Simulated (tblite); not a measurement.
# Geometry relaxation of C4H8FPSi (part 1 of 2)

C4H8FPSi, SMILES C[SiH](C)P1C=C1F, computed with GFN2-xTB geometry optimisation, gas phase (tblite 0.8.0).

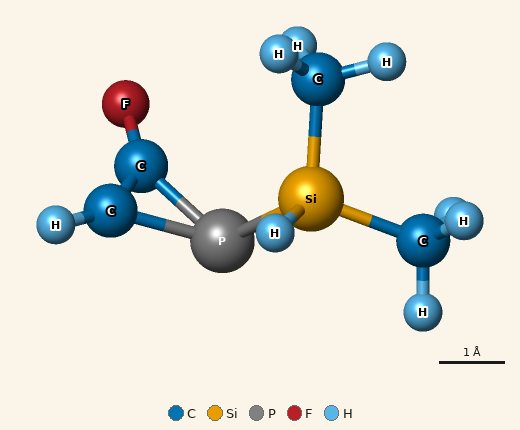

*The input geometry (ball-and-stick view, seen at a tilt).*

### Input file
```
{"job": {"kind": "relax", "xc": "GFN2-xTB", "basis": "xTB"}, "charge": 0, "multiplicity": 1}
C     -0.687000     0.952300     1.217300
Si    -0.651900     0.027500    -0.388900
C     -1.974700    -1.285300    -0.312900
P      1.325400    -0.800700    -0.875300
C      2.557900     0.517800    -1.153000
C      2.819500    -0.152600    -0.046100
F      3.647300    -0.309900     1.046900
H     -1.643500     0.720800     1.736500
H     -0.643400     2.045000     1.086300
H      0.143200     0.661000     1.882000
H     -0.974300     0.992100    -1.464500
H     -1.776700    -2.040300     0.492900
H     -2.009000    -1.861800    -1.258800
H     -2.967900    -0.794100    -0.129500
H      2.830500     1.336200    -1.855000
```

The first line tells a small driver script what to run in tblite; the rest is the geometry in Å.

Hardware: 1 CPU thread, shared host.

Launch command:
```bash
OMP_NUM_THREADS=1 python <driver script> task.json out
```

### What the program printed
```
step      E/eV     max force
  0    -584.81608    2.206
  1    -585.05370    1.493
  2    -585.15358    1.455
  3    -585.19780    0.759
  4    -585.23546    0.730
  5    -585.26793    0.466
  6    -585.28043    0.290
  7    -585.28955    0.273
  8    -585.29732    0.286
  9    -585.30580    0.360
 10    -585.31334    0.300
 11    -585.31961    0.180
 12    -585.32461    0.213
 13    -585.32926    0.235
 14    -585.33343    0.240
 15    -585.33737    0.183
 16    -585.34166    0.213
 17    -585.34663    0.266
 18    -585.35183    0.252
 19    -585.35592    0.195
 20    -585.35826    0.119
 21    -585.35983    0.102
 22    -585.36146    0.111
 23    -585.36307    0.118
 24    -585.36469    0.117
 25    -585.36660    0.137
 26    -585.36918    0.145
 27    -585.37241    0.208
 28    -585.37565    0.197
 29    -585.37819    0.134
 30    -585.38026    0.112
 31    -585.38246    0.126
 32    -585.38462    0.120
 33    -585.38614    0.094
 34    -585.38705    0.085
 35    -585.38775    0.095
 36    -585.38857    0.093
 37    -585.38950    0.076
 38    -585.39031    0.078
 39    -585.39090    0.071
 40    -585.39135    0.072
 41    -585.39178    0.062
 42    -585.39224    0.051
 43    -585.39270    0.060
 44    -585.39315    0.066
 45    -585.39356    0.045
 46    -585.39389    0.046
 47    -585.39418    0.045
 48    -585.39448    0.050
 49    -585.39481    0.067
 50    -585.39510    0.050
 51    -585.39534    0.035
 52    -585.39557    0.050
 53    -585.39587    0.063
 54    -585.39625    0.062
 55    -585.39665    0.054
 56    -585.39704    0.060
 57    -585.39746    0.072
 58    -585.39791    0.067
 59    -585.39830    0.054
 60    -585.39860    0.050
 61    -585.39888    0.048
 62    -585.39918    0.051
 63    -585.39948    0.049
 64    -585.39975    0.044
 65    -585.40008    0.057
 66    -585.40065    0.074
 67    -585.40181    0.101
 68    -585.40341    0.122
 69    -585.40426    0.139
 70    -585.40534    0.096
 71    -585.40606    0.045
 72    -585.40637    0.032
 73    -585.40650    0.035
 74    -585.40671    0.037
 75    -585.40709    0.039
 76    -585.40752    0.042
 77    -585.40778    0.041
 78    -585.40795    0.039
 79    -585.40816    0.033
 80    -585.40850    0.044
 81    -585.40899    0.052
 82    -585.40953    0.059
 83    -585.41005    0.052
 84    -585.41052    0.066
 85    -585.41080    0.114
 86    -585.41151    0.073
 87    -585.41216    0.041
 88    -585.41284    0.045
 89    -585.41313    0.045
 90    -585.41351    0.048
 91    -585.41403    0.069
 92    -585.41442    0.062
 93    -585.41516    0.050
 94    -585.41550    0.042
 95    -585.41588    0.032
 96    -585.41610    0.031
 97    -585.41635    0.037
 98    -585.41648    0.029
 99    -585.41657    0.018
100    -585.41664    0.016
101    -585.41669    0.014
102    -585.41672    0.009
```

### Trajectory as extended XYZ (Å, eV, eV/Å), 15 of the 103 frames kept, from step=0 to step=102
```
15
Properties=species:S:1:pos:R:3:forces:R:3 step=0 energy=-584.81608
C    -0.6870    0.9523    1.2173   -0.4630   0.7380   1.5660
Si   -0.6519    0.0275   -0.3889   -0.1280   1.0240  -0.4570
C    -1.9747   -1.2853   -0.3129   -0.8370  -1.1390   0.1270
P     1.3254   -0.8007   -0.8753    0.5840  -1.9280  -0.8990
C     2.5579    0.5178   -1.1530    0.8310   1.0050   0.1130
C     2.8195   -0.1526   -0.0461    0.5250   0.4240   0.8450
F     3.6473   -0.3099    1.0469   -1.1390   0.5060  -1.6900
H    -1.6435    0.7208    1.7365    0.7370   0.3020  -0.1310
H    -0.6434    2.0450    1.0863    0.0230  -0.5040   0.1250
H     0.1432    0.6610    1.8820   -0.4280   0.1870  -0.2090
H    -0.9743    0.9921   -1.4645   -0.0340  -0.0710  -0.0690
H    -1.7767   -2.0403    0.4929   -0.3100   0.7570  -0.6290
H    -2.0090   -1.8618   -1.2588   -0.2050   0.3840   0.5630
H    -2.9679   -0.7941   -0.1295    0.9300  -0.7090  -0.2070
H     2.8305    1.3362   -1.8550   -0.0870  -0.9740   0.9520
15
Properties=species:S:1:pos:R:3:forces:R:3 step=7 energy=-585.28955
C    -0.6957    0.9796    1.2657    0.0840  -0.0130  -0.0250
Si   -0.6145    0.0520   -0.4065   -0.0710  -0.0560   0.0490
C    -1.9626   -1.2991   -0.3263   -0.0340  -0.0320  -0.0190
P     1.3965   -0.9441   -0.9799   -0.2270   0.0840  -0.0620
C     2.5493    0.5231   -1.1394   -0.0140   0.0200  -0.1950
C     2.7516   -0.1409   -0.0377    0.0670  -0.0380   0.0070
F     3.5916   -0.2440    0.9808   -0.2490   0.1130   0.0040
H    -1.6244    0.7588    1.7875    0.0850   0.0420  -0.0460
H    -0.6386    2.0551    1.1239    0.0280  -0.0400   0.0510
H     0.1256    0.6833    1.9123   -0.0090   0.0590   0.0560
H    -0.9806    0.9996   -1.4922    0.1130  -0.1020   0.0920
H    -1.7933   -2.0087    0.4789    0.1130  -0.0140  -0.0290
H    -2.0388   -1.8593   -1.2521    0.0840  -0.0290  -0.0210
H    -2.9378   -0.8563   -0.1440    0.0290   0.0920  -0.0260
H     2.8672    1.3090   -1.7928    0.0010  -0.0870   0.1650
15
Properties=species:S:1:pos:R:3:forces:R:3 step=15 energy=-585.33737
C    -0.6622    0.9890    1.2912    0.0180  -0.0430  -0.0880
Si   -0.6119    0.0471   -0.3747    0.1030  -0.0340  -0.1140
C    -1.9472   -1.3095   -0.3355    0.0190   0.0080   0.0240
P     1.3473   -0.9595   -1.0353   -0.0390   0.0320  -0.0300
C     2.5261    0.4951   -1.1839   -0.0230   0.0120  -0.0490
C     2.6848   -0.1688   -0.0756    0.0540   0.1610   0.0680
F     3.4389   -0.1767    1.0109   -0.1080  -0.0850   0.0830
H    -1.6028    0.7770    1.7934    0.0800   0.0620   0.0560
H    -0.6013    2.0624    1.1334    0.0270  -0.0480   0.0450
H     0.1498    0.7025    1.9556   -0.0460   0.0150  -0.0200
H    -0.9325    0.9789   -1.4756   -0.0120   0.0530   0.0320
H    -1.7606   -2.0195    0.4646   -0.0340  -0.0240   0.0170
H    -2.0044   -1.8703   -1.2634    0.0600   0.0500  -0.0010
H    -2.9178   -0.8546   -0.1623   -0.0190  -0.0620   0.0090
H     2.8894    1.3147   -1.7647   -0.0820  -0.0970  -0.0320
15
Properties=species:S:1:pos:R:3:forces:R:3 step=22 energy=-585.36146
C    -0.6278    0.9852    1.2892    0.0020   0.0400   0.0630
Si   -0.6014    0.0461   -0.3768    0.0880   0.0280  -0.0620
C    -1.9242   -1.3159   -0.3313   -0.0440  -0.0400  -0.0170
P     1.3368   -0.9674   -1.0682   -0.1040  -0.0250   0.0080
C     2.5141    0.4885   -1.2043   -0.0200   0.0030   0.0490
C     2.6207   -0.1440   -0.0724   -0.0130   0.0170   0.0350
F     3.2721   -0.1685    1.0747    0.0310   0.0480   0.0320
H    -1.5635    0.8034    1.8102   -0.0090  -0.0070  -0.0110
H    -0.5504    2.0569    1.1355    0.0420   0.0170  -0.0230
H     0.1730    0.6993    1.9646    0.0610  -0.0630  -0.0550
H    -0.9130    1.0079   -1.4551   -0.0550   0.0250   0.0250
H    -1.7519   -2.0394    0.4608    0.0420   0.0200  -0.0110
H    -1.9464   -1.8559   -1.2721   -0.0180  -0.0370  -0.0100
H    -2.9066   -0.8835   -0.1712   -0.0170  -0.0090  -0.0120
H     2.8641    1.2953   -1.8053    0.0140  -0.0150  -0.0100
15
Properties=species:S:1:pos:R:3:forces:R:3 step=29 energy=-585.37819
C    -0.5809    0.9839    1.2787    0.0080  -0.0220  -0.0170
Si   -0.6155    0.0661   -0.3976   -0.1160   0.0170  -0.0640
C    -1.9123   -1.3224   -0.3546   -0.0400  -0.0430   0.0140
P     1.3005   -0.9693   -1.0596    0.0130  -0.0590   0.0950
C     2.4731    0.4803   -1.1803    0.0560  -0.0300   0.0030
C     2.5505   -0.1172   -0.0281   -0.0190  -0.0390  -0.0430
F     3.1764   -0.1080    1.1335   -0.0030   0.0410   0.0100
H    -1.5143    0.8267    1.8129    0.0710   0.0050   0.0310
H    -0.4635    2.0548    1.1362    0.0470  -0.0420   0.0200
H     0.2337    0.6409    1.9108   -0.0320   0.0160   0.0350
H    -0.9669    1.0672   -1.4193   -0.0370   0.0300  -0.0830
H    -1.7012   -2.0277    0.4445   -0.0230  -0.0040   0.0170
H    -1.9273   -1.8839   -1.2841    0.0170   0.0360  -0.0100
H    -2.9074   -0.9209   -0.1922    0.0030  -0.0160   0.0090
H     2.8508    1.2374   -1.8227    0.0550   0.1100  -0.0150
15
Properties=species:S:1:pos:R:3:forces:R:3 step=36 energy=-585.38857
C    -0.5483    0.9751    1.2686   -0.0010  -0.0100  -0.0110
Si   -0.6471    0.0865   -0.4249   -0.0750   0.0040   0.0550
C    -1.9178   -1.3308   -0.3648    0.0160   0.0390   0.0050
P     1.2766   -0.9757   -1.0297    0.0660   0.0350  -0.0300
C     2.4707    0.4627   -1.1798    0.0000  -0.0190   0.0190
C     2.5172   -0.1010   -0.0092   -0.0240  -0.0050  -0.0100
F     3.1157   -0.0508    1.1661    0.0070   0.0200   0.0240
H    -1.4689    0.8431    1.8301    0.0140   0.0190  -0.0080
H    -0.3917    2.0425    1.1398    0.0120  -0.0200   0.0090
H     0.2649    0.6005    1.8852   -0.0070  -0.0250  -0.0310
H    -1.0159    1.1036   -1.4332    0.0040  -0.0690   0.0050
H    -1.6821   -2.0250    0.4392   -0.0360   0.0190  -0.0360
H    -1.9147   -1.8930   -1.2954   -0.0200   0.0300   0.0420
H    -2.9224   -0.9534   -0.1996    0.0150  -0.0350  -0.0070
H     2.8592    1.2237   -1.8143    0.0270   0.0160  -0.0260
15
Properties=species:S:1:pos:R:3:forces:R:3 step=44 energy=-585.39315
C    -0.5331    0.9682    1.2643    0.0190  -0.0010   0.0080
Si   -0.6632    0.0877   -0.4272   -0.0410  -0.0040   0.0160
C    -1.9296   -1.3300   -0.3635   -0.0040  -0.0060  -0.0090
P     1.2742   -0.9606   -1.0282    0.0650   0.0110  -0.0040
C     2.4808    0.4694   -1.1742   -0.0350  -0.0150  -0.0100
C     2.5037   -0.0829    0.0030   -0.0010   0.0360  -0.0020
F     3.0838   -0.0100    1.1879   -0.0090  -0.0080  -0.0060
H    -1.4463    0.8635    1.8422   -0.0030   0.0030  -0.0190
H    -0.3393    2.0298    1.1455    0.0070   0.0040  -0.0170
H     0.2786    0.5579    1.8583    0.0040  -0.0200   0.0330
H    -1.0456    1.0802   -1.4485   -0.0070   0.0110  -0.0140
H    -1.6911   -2.0268    0.4357   -0.0160  -0.0150  -0.0140
H    -1.9207   -1.8832   -1.2979   -0.0040  -0.0300   0.0060
H    -2.9412   -0.9724   -0.2024    0.0160   0.0390   0.0190
H     2.8844    1.2171   -1.8170    0.0090  -0.0050   0.0150
15
Properties=species:S:1:pos:R:3:forces:R:3 step=51 energy=-585.39534
C    -0.5222    0.9605    1.2623   -0.0050  -0.0070  -0.0070
Si   -0.6668    0.0798   -0.4294    0.0170  -0.0140   0.0010
C    -1.9377   -1.3340   -0.3633    0.0020  -0.0060   0.0050
P     1.2836   -0.9527   -1.0274    0.0230   0.0170  -0.0030
C     2.4806    0.4853   -1.1726    0.0160  -0.0180   0.0100
C     2.4992   -0.0611    0.0076    0.0020  -0.0080  -0.0020
F     3.0766    0.0050    1.1946   -0.0150   0.0180  -0.0240
H    -1.4401    0.8764    1.8359   -0.0160   0.0000  -0.0130
H    -0.3093    2.0186    1.1412    0.0260  -0.0120  -0.0120
H     0.2768    0.5332    1.8629   -0.0060   0.0010   0.0020
H    -1.0608    1.0629   -1.4571    0.0050   0.0100   0.0160
H    -1.7105   -2.0381    0.4318    0.0110   0.0030   0.0260
H    -1.9386   -1.8905   -1.2956   -0.0220   0.0110  -0.0130
H    -2.9411   -0.9570   -0.1954   -0.0070   0.0020  -0.0060
H     2.9060    1.2197   -1.8175   -0.0290   0.0030   0.0190
```
